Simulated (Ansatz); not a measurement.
## Run report: SiNH6Cl, geometry relaxation (part 2 of 2)

The same run, continued: SiNH6Cl; RKS revPBE-D4/def2-SVP (Ansatz 0.2.0). It belongs to a series of runs on one base structure; here: end point B relaxed.

Geometry of the input (Å):
```
Si 0.4442  -0.2727  -0.4638
N  -0.2853  -0.2165  2.4641
H  -1.1085  -0.3701  3.0661
H  0.2683  0.5143  2.9365
H  0.8935  -0.3007  -1.9030
H  0.5654  1.1333  0.0317
H  -0.9413  -0.8320  -0.3889
Cl 1.8232  -1.5475  0.5261
H  0.2976  -1.0780  2.5444
```

### Trajectory as extended XYZ, continued
```
9
Properties=species:S:1:pos:R:3:forces:R:3 step=6 energy=-21977.43701
Si    0.4418   -0.2722   -0.3882   -0.0216  -0.0294   0.0331
N    -0.2198   -0.2491    2.3937    0.0062  -0.1517   0.1641
H    -1.1573   -0.2896    2.8290    0.1544   0.0053  -0.1017
H     0.2873    0.4908    2.9020   -0.0209  -0.0177  -0.0222
H     0.8044   -0.2918   -1.8544   -0.0052   0.0037  -0.0086
H     0.5731    1.1454    0.0734    0.0062   0.0025   0.0012
H    -0.9356   -0.8463   -0.2668    0.0142   0.0014  -0.0123
Cl    1.9054   -1.5300    0.4642   -0.0067   0.0236  -0.0094
H     0.2581   -1.1271    2.6606   -0.1266   0.1623  -0.0443
9
Properties=species:S:1:pos:R:3:forces:R:3 step=7 energy=-21977.44199
Si    0.4381   -0.2731   -0.3705   -0.0089  -0.0056   0.0223
N    -0.2026   -0.2588    2.3826   -0.0013  -0.0471   0.0353
H    -1.1572   -0.2406    2.7722    0.0533   0.0086  -0.0376
H     0.3225    0.4673    2.8904   -0.0038  -0.0156   0.0016
H     0.7871   -0.2855   -1.8414   -0.0042   0.0001   0.0007
H     0.5540    1.1482    0.0850   -0.0012   0.0032  -0.0053
H    -0.9304   -0.8669   -0.2462    0.0049  -0.0038  -0.0089
Cl    1.9324   -1.5070    0.4613   -0.0035   0.0112  -0.0022
H     0.2134   -1.1535    2.6798   -0.0354   0.0490  -0.0057
9
Properties=species:S:1:pos:R:3:forces:R:3 step=8 energy=-21977.44693
Si    0.4327   -0.2729   -0.3486   -0.0049   0.0045  -0.0008
N    -0.1823   -0.2718    2.3674    0.0155  -0.0022  -0.0061
H    -1.1457   -0.1481    2.7092    0.0032   0.0115  -0.0045
H     0.3926    0.4092    2.8835   -0.0043  -0.0230  -0.0042
H     0.7717   -0.2815   -1.8230   -0.0047   0.0026   0.0037
H     0.5079    1.1572    0.0897   -0.0060  -0.0012  -0.0008
H    -0.9189   -0.9062   -0.2263    0.0021  -0.0032   0.0032
Cl    1.9736   -1.4588    0.4645    0.0062   0.0007   0.0111
H     0.1255   -1.1971    2.6968   -0.0072   0.0101  -0.0018
9
Properties=species:S:1:pos:R:3:forces:R:3 step=9 energy=-21977.43854 accepted=F
Si    0.4248   -0.2736   -0.3151   -0.0222   0.0066   0.0522
N    -0.1555   -0.2884    2.3357   -0.2912  -0.2612   0.4273
H    -1.1217   -0.0099    2.6230    0.6078  -0.1547  -0.1080
H     0.4994    0.3180    2.8643   -0.2314  -0.2177  -0.1192
H     0.7488   -0.2730   -1.7943    0.0105  -0.0080   0.0114
H     0.4364    1.1668    0.1047   -0.0060  -0.0277  -0.0184
H    -0.8996   -0.9668   -0.1886    0.0265   0.0110  -0.0161
Cl    2.0305   -1.3853    0.4843    0.0024   0.0082  -0.0289
H    -0.0059   -1.2578    2.6992   -0.0964   0.6435  -0.2004
9
Properties=species:S:1:pos:R:3:forces:R:3 step=10 energy=-21977.44896
Si    0.4273   -0.2743   -0.3282   -0.0062   0.0264   0.0010
N    -0.1713   -0.2743    2.3488   -0.0308  -0.0869   0.1293
H    -1.1322   -0.0788    2.6750    0.1481  -0.0136  -0.0396
H     0.4477    0.3616    2.8760   -0.0691  -0.0829  -0.0493
H     0.7643   -0.2796   -1.8035   -0.0033  -0.0011  -0.0011
H     0.4687    1.1617    0.0983   -0.0032  -0.0099  -0.0113
H    -0.9108   -0.9383   -0.2098    0.0089  -0.0040   0.0041
Cl    2.0026   -1.4229    0.4757   -0.0009   0.0021   0.0127
H     0.0609   -1.2249    2.6810   -0.0435   0.1700  -0.0457
9
Properties=species:S:1:pos:R:3:forces:R:3 step=11 energy=-21977.44835 accepted=F
Si    0.4243   -0.2648   -0.3228   -0.0109  -0.0745   0.0439
N    -0.1610   -0.2945    2.3406   -0.1470  -0.0617   0.1883
H    -1.1131   -0.0258    2.6482    0.2420  -0.0525  -0.0465
H     0.4934    0.3095    2.8629   -0.0815  -0.0846  -0.0440
H     0.7580   -0.2859   -1.7989    0.0109   0.0072   0.0044
H     0.4398    1.1792    0.0790   -0.0101  -0.0127   0.0209
H    -0.9001   -0.9547   -0.1941    0.0022   0.0200  -0.0196
Cl    2.0153   -1.3801    0.5003    0.0336   0.0116  -0.0452
H     0.0007   -1.2529    2.6980   -0.0392   0.2471  -0.1021
9
Properties=species:S:1:pos:R:3:forces:R:3 step=12 energy=-21977.45095
Si    0.4262   -0.2746   -0.3233   -0.0052   0.0232   0.0031
N    -0.1704   -0.2770    2.3432   -0.0130  -0.0235   0.0293
H    -1.1204   -0.0498    2.6713    0.0223   0.0081  -0.0141
H     0.4684    0.3346    2.8704    0.0025  -0.0103  -0.0081
H     0.7617   -0.2799   -1.7990    0.0018  -0.0043  -0.0030
H     0.4528    1.1630    0.0975   -0.0019  -0.0010  -0.0088
H    -0.9051   -0.9510   -0.2035    0.0042  -0.0091   0.0003
Cl    2.0150   -1.4039    0.4828   -0.0046   0.0034   0.0068
H     0.0291   -1.2313    2.6740   -0.0060   0.0135  -0.0056
9
Properties=species:S:1:pos:R:3:forces:R:3 step=13 energy=-21977.45207
Si    0.4222   -0.2719   -0.3209    0.0231  -0.0097  -0.0189
N    -0.1690   -0.2814    2.3439   -0.0115  -0.0048   0.0245
H    -1.1081   -0.0145    2.6740    0.0334  -0.0008  -0.0126
H     0.4969    0.3039    2.8683   -0.0124  -0.0229  -0.0187
H     0.7679   -0.2837   -1.7945   -0.0129   0.0109  -0.0035
H     0.4303    1.1692    0.0891   -0.0086  -0.0054   0.0053
H    -0.9002   -0.9673   -0.2087    0.0017   0.0025   0.0149
Cl    2.0246   -1.3808    0.4880   -0.0048   0.0056   0.0191
H    -0.0074   -1.2433    2.6741   -0.0080   0.0246  -0.0101
9
Properties=species:S:1:pos:R:3:forces:R:3 step=14 energy=-21977.45308
Si    0.4231   -0.2733   -0.3154   -0.0265  -0.0007   0.0328
N    -0.1690   -0.2862    2.3320   -0.0132   0.0223   0.0982
H    -1.0896    0.0362    2.6693    0.0876  -0.0301  -0.0260
H     0.5365    0.2611    2.8487   -0.0653  -0.0630  -0.0422
H     0.7608   -0.2772   -1.7913    0.0191  -0.0104   0.0117
H     0.4019    1.1681    0.0943    0.0023  -0.0034  -0.0118
H    -0.8871   -0.9915   -0.1959    0.0085   0.0011  -0.0140
Cl    2.0399   -1.3502    0.5107    0.0029   0.0103  -0.0343
H    -0.0594   -1.2570    2.6609   -0.0153   0.0738  -0.0145
9
Properties=species:S:1:pos:R:3:forces:R:3 step=15 energy=-21977.45353
Si    0.4172   -0.2721   -0.3080    0.0286  -0.0297   0.0185
N    -0.1662   -0.2944    2.3290   -0.0192   0.1100   0.1586
H    -1.0566    0.1114    2.6654    0.1728  -0.0940  -0.0513
H     0.5875    0.1895    2.8460   -0.1465  -0.1045  -0.0942
H     0.7662   -0.2818   -1.7812   -0.0035   0.0045  -0.0004
H     0.3573    1.1740    0.0830   -0.0035  -0.0136   0.0074
H    -0.8747   -1.0244   -0.1945    0.0124   0.0073  -0.0005
Cl    2.0701   -1.3005    0.5150   -0.0295   0.0200  -0.0184
H    -0.1436   -1.2716    2.6585   -0.0116   0.1000  -0.0196
9
Properties=species:S:1:pos:R:3:forces:R:3 step=16 energy=-21977.45465
Si    0.4190   -0.2752   -0.3094    0.0123   0.0035   0.0021
N    -0.1687   -0.2877    2.3302   -0.0044   0.0113   0.0462
H    -1.0593    0.1038    2.6716    0.0427  -0.0267  -0.0202
H     0.5780    0.1996    2.8465   -0.0262  -0.0265  -0.0244
H     0.7662   -0.2768   -1.7830   -0.0038   0.0018  -0.0009
H     0.3615    1.1675    0.0925    0.0003  -0.0052  -0.0086
H    -0.8731   -1.0262   -0.1975    0.0051   0.0008   0.0032
Cl    2.0681   -1.3104    0.5074   -0.0184   0.0097   0.0039
H    -0.1345   -1.2644    2.6549   -0.0075   0.0312  -0.0013
9
Properties=species:S:1:pos:R:3:forces:R:3 step=17 energy=-21977.45487
Si    0.4210   -0.2749   -0.3143   -0.0036   0.0012   0.0087
N    -0.1683   -0.2911    2.3348    0.0019  -0.0004  -0.0116
H    -1.0533    0.1147    2.6696   -0.0014   0.0016   0.0057
H     0.5841    0.1865    2.8495    0.0013  -0.0003   0.0005
H     0.7650   -0.2758   -1.7885    0.0000  -0.0003   0.0011
H     0.3560    1.1672    0.0876    0.0019  -0.0009  -0.0024
H    -0.8679   -1.0300   -0.1968    0.0022  -0.0016  -0.0022
Cl    2.0718   -1.3008    0.5067   -0.0006   0.0017  -0.0005
H    -0.1511   -1.2657    2.6646   -0.0016  -0.0012   0.0006
```

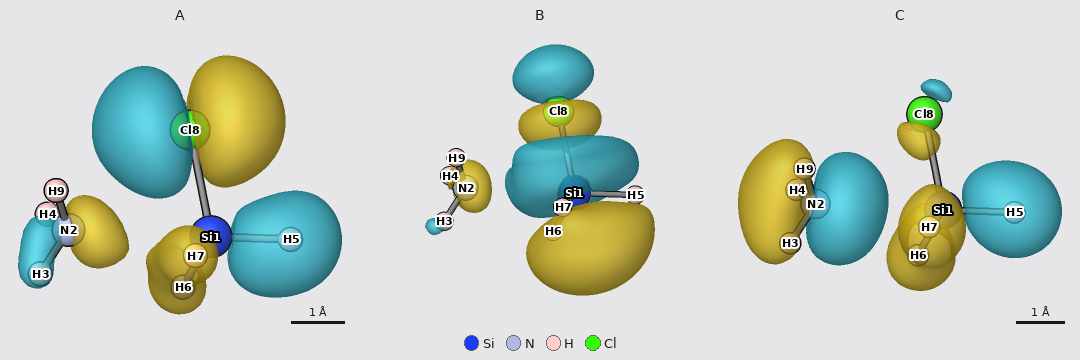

Figure 1. Three frontier orbitals at ±0.08 Å⁻³ᐟ² (yellow and cyan are the two phases). A is the HOMO−1 (−6.67 eV). C is the HOMO (−6.32 eV). B is the LUMO (−0.04 eV). By Hirshfeld shares it lies mainly on Si1 (50 %) and Cl8 (25 %). The HOMO–LUMO gap is 6.28 eV between the orbital energies.

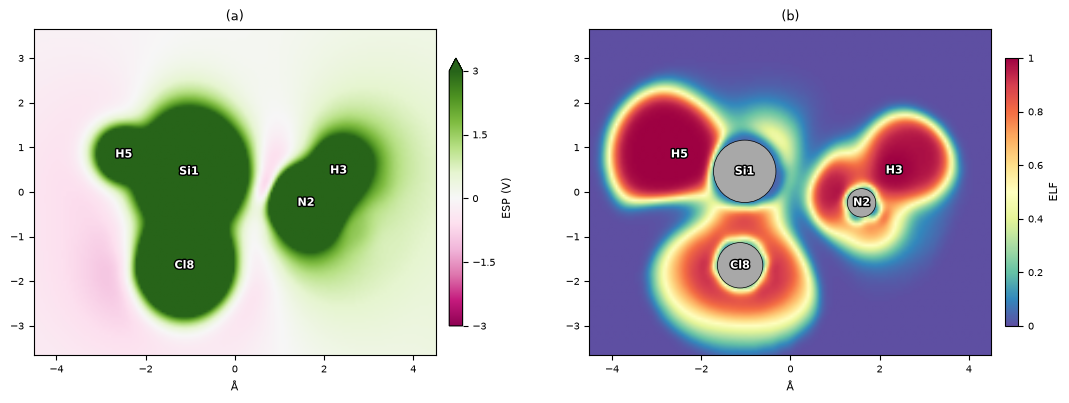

Figure 2. (a) molecular electrostatic potential; (b) electron localisation function on the plane of atoms H5, Si1 and Cl8. Grey discs, where drawn, cover atomic cores. The section cuts through Si, N, H and Cl sites. Si1···N2 (2.71 Å): the ELF is only about 0.20 between them. Si–H (1.51 Å): the ELF climbs to about 1 towards the hydrogen.

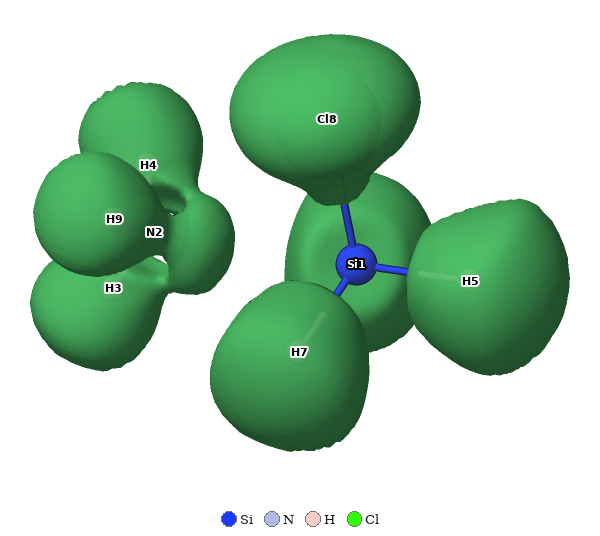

Figure 3. Isosurface of the electron localisation function at 0.8 (green), seen at a tilt. Core shells and regions of very low density are left out. Along the contacts the grid gives the following. Si1···N2 (2.71 Å): the ELF is only about 0.20 between them.
